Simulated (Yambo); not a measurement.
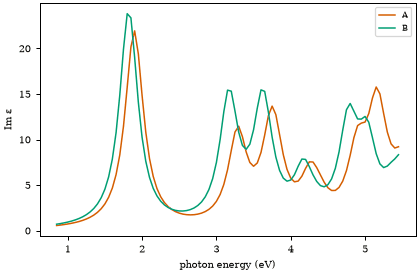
Two computed absorption spectra of CdTe (zinc blende, space group F-43m, No. 216) (Yambo, LDA bands with the same scissor, field along x)

Which curve includes the electron-hole attraction (BSE)?

Curve B: the attraction moves weight to lower energy (centre of the plotted range 3.4 eV against 3.5 eV). Settings: 6×6×6 mesh, 3 valence and 1 conduction bands, static screening with 44 bands and a 4 Ry block, scissor 1.28 eV, Tamm-Dancoff. The scissor comes from a G0W0 run whose convergence isn't established. Broadening 0.15 eV. The band window holds all transitions up to 5.5 eV. On this mesh the peak heights and the fine structure are mesh artefacts; only the shift of weight is robust.

The standard potential for Te keeps a d shell in the valence without the s and p states of that shell. In tests on such compounds this moved G0W0 gaps by up to about 0.9 eV, so absolute quasiparticle energies here are unreliable; differences between settings are what counts.

Spin-orbit coupling is not included.

Geometry relaxed with LDA; primitive cell a = 4.5316 Å, b = 4.5316 Å, c = 4.5316 Å, α = 60.00°, β = 60.00°, γ = 60.00°.
